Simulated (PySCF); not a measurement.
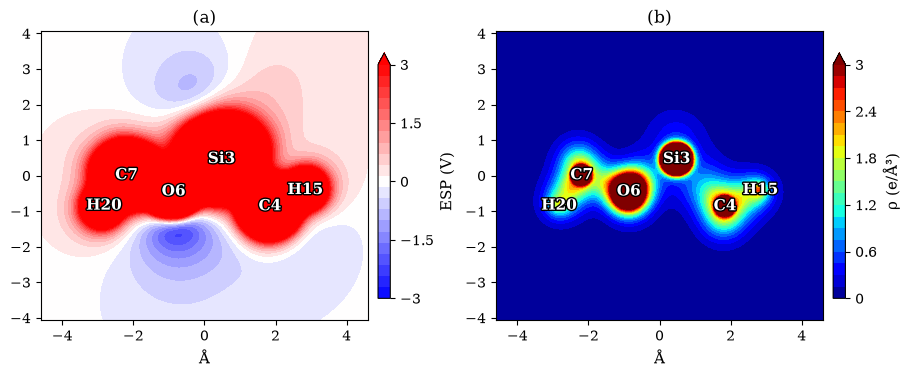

Figure. C4H13NOSi. (a) electrostatic potential; (b) total electron density on the plane of atoms Si3, O6 and C7.

Geometry: GFN2-xTB.

Level of theory: PySCF, PBE0/pcSseg-1, SCF density, gas phase, non-relativistic.

```yaml
atoms:
  - { symbol: C, position_ang: [-1.4686, 1.8111, 0.1582] }
  - { symbol: C, position_ang: [-0.3244, 1.1486, 0.9197] }
  - { symbol: Si, position_ang: [0.1360, -0.5772, 0.2412] }
  - { symbol: C, position_ang: [-1.3586, -1.7406, 0.1032] }
  - { symbol: N, position_ang: [1.4445, -1.1030, 1.2568] }
  - { symbol: O, position_ang: [0.6714, -0.5471, -1.3014] }
  - { symbol: C, position_ang: [1.7720, 0.1612, -1.7941] }
  - { symbol: H, position_ang: [-2.3793, 1.2242, 0.2504] }
  - { symbol: H, position_ang: [-1.6679, 2.8107, 0.5431] }
  - { symbol: H, position_ang: [-1.2274, 1.8944, -0.8990] }
  - { symbol: H, position_ang: [-0.5953, 1.0862, 1.9737] }
  - { symbol: H, position_ang: [0.5536, 1.7954, 0.8695] }
  - { symbol: H, position_ang: [-2.1258, -1.3398, -0.5495] }
  - { symbol: H, position_ang: [-1.0654, -2.7061, -0.2957] }
  - { symbol: H, position_ang: [-1.8065, -1.9062, 1.0776] }
  - { symbol: H, position_ang: [1.3165, -1.0986, 2.2552] }
  - { symbol: H, position_ang: [1.9373, -1.9404, 0.9868] }
  - { symbol: H, position_ang: [2.6581, -0.0210, -1.1831] }
  - { symbol: H, position_ang: [1.5682, 1.2348, -1.8006] }
  - { symbol: H, position_ang: [1.9565, -0.1757, -2.8150] }
```

Read the bonding off the picture.

The plane passes through Si, C, O and H nuclei. C–O (1.40 Å): ρ is about 2.1 e/Å³ halfway, with its minimum of 1.8 e/Å³ about 0.5 Å from C. Si–O (1.63 Å): the density is about 1.1 e/Å³ at the midpoint. C–Si (1.90 Å): the density is about 0.94 e/Å³ at the midpoint. C–H (1.09 Å): ρ is about 1.9 e/Å³ halfway. Outside the dense part of the molecule the potential is most negative (−2.2 V) near O6.
